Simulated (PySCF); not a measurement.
# Cl$_{4}$Si, SMILES `Cl[Si](Cl)(Cl)Cl`: electronic structure

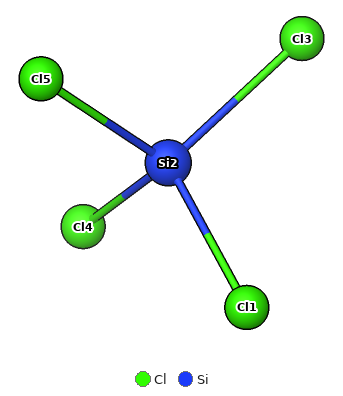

The molecule, with its atoms numbered as below. No frequency check shows the geometry to be a minimum.

Cartesian coordinates (Å):

```
Cl1      1.1631   -0.8544    1.4052
Si2     -0.0001    0.0000    0.0000
Cl3      1.1631    0.8544   -1.4052
Cl4     -1.1630   -1.4054   -0.8543
Cl5     -1.1630    1.4054    0.8543
```

Part 1: Bonding charge

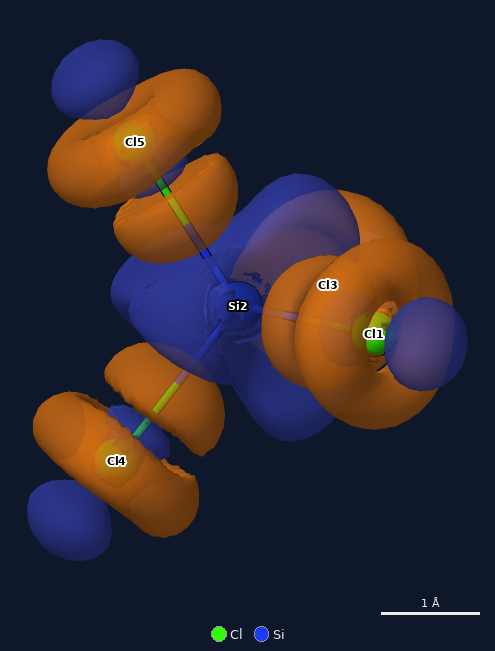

Deformation density (molecule less spherical, spin-averaged free atoms at the same positions), surfaces at ±0.04 e/Å³; orange: gain, blue: loss.

PySCF calculation, B3LYP/def2-SVPD, gas phase; geometry: GFN2-xTB.

Describe the bonding that the map shows.

Answer. Si2–Cl4, Si2–Cl5, Cl1–Si2 and Si2–Cl3: +0.06 e/Å³ at the bond critical point (bond length 2.01 Å); up to 0.6 Å beside the axis the gain reaches +0.20 e/Å³. In all, 1.1 electrons gather in the regions of gain relative to the promolecule. A small or negative value marks a very polar bond, one between electron-rich atoms, whose free-atom densities already overlap strongly, a long bond to a heavier atom, or a closed-shell contact such as a hydrogen bond.

Part 2: Bond critical points

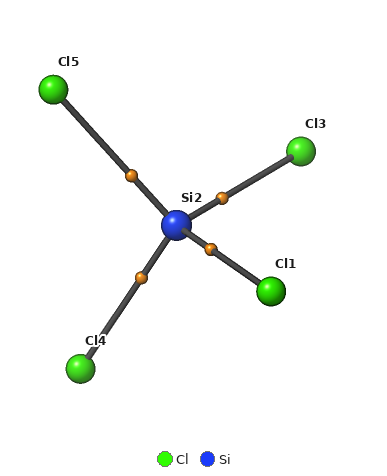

Molecular graph of the electron density (QTAIM): bond paths, bond critical points (orange), ring points (yellow, if any); weak paths are dashed.

How many critical points of each kind are there, and does the count close?

Answer. 5 nuclei, 4 bond, 0 ring and 0 cage critical points: 5 − 4 + 0 − 0 = 1, as the Poincaré–Hopf relation requires.

Tabulate density, Laplacian, ellipticity and energy density at the bond critical points (atomic units).

Answer.
```json
{"bond": "Si2–Cl4 (4 alike)", "length (Å)": "2.014", "ρ (a.u.)": "0.101", "∇²ρ (a.u.)": "+0.32", "ε": "0.00", "H (a.u.)": "−0.046"}
```

What kind of interaction is Si2–Cl4?

Answer. Polar or intermediate (positive Laplacian, negative energy density H): ρ = 0.101, ∇²ρ = +0.32, H = −0.046 a.u.

Part 3: Electrostatic potential

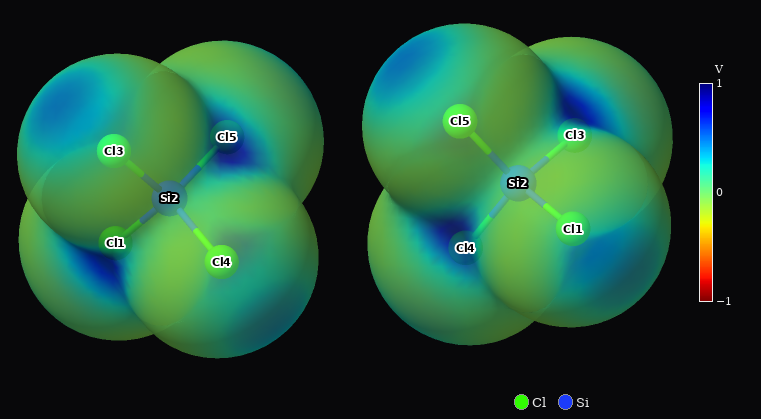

Electrostatic potential on the surface of electron density 0.001 a.u. (back view left, front view right).

Where are the extremes of the potential on the surface?

Answer. Highest: 0.93 V, off the Cl1–Si2 bond (2.2 to 2.4 Å from its atoms), and at like points elsewhere. Further maxima include 0.46 V, 2.0 Å from Cl5. Lowest: −0.07 V, 2.1 Å from Cl1, and at like points elsewhere. The surface is sampled at points, so like sites can differ by a few per cent and only the strongest of them is named.

Does Cl5 carry a σ-hole?

Answer. Yes: a local maximum of +0.46 V lies on the extension of the Si2–Cl5 bond.

What volume does the surface enclose, and what is the dipole moment?

Answer. About 140 Å³; the dipole moment is 0.0 D.

Part 4: In an electric field

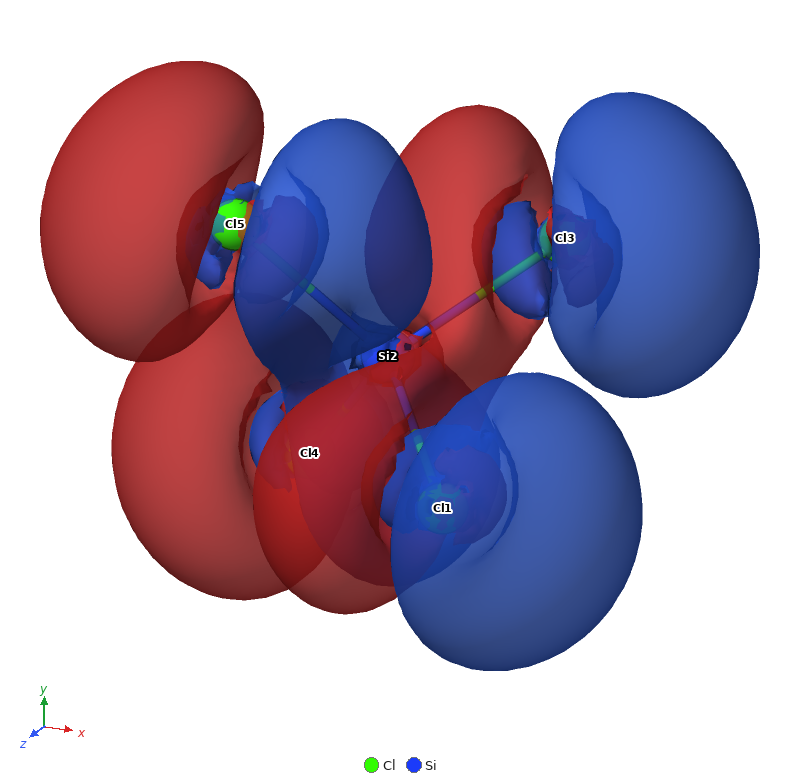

Change of the electron density in a uniform field of 0.21 V/Å, surfaces at ±0.0008 e/Å³ (blue: gain, red: loss).

Method: B3LYP/def2-SVPD; geometry: GFN2-xTB; program: PySCF.

The field was applied in both directions; the picture shows the one opposite to the script's first.

Along which Cartesian direction does the field point?

Answer. Along −x: electrons gather on the +x side, against the field.

How large is the response?

Answer. The induced dipole is 0.78 D (along the field); α along this axis, from the fields in both directions, is 76 bohr³ (11.3 Å³).
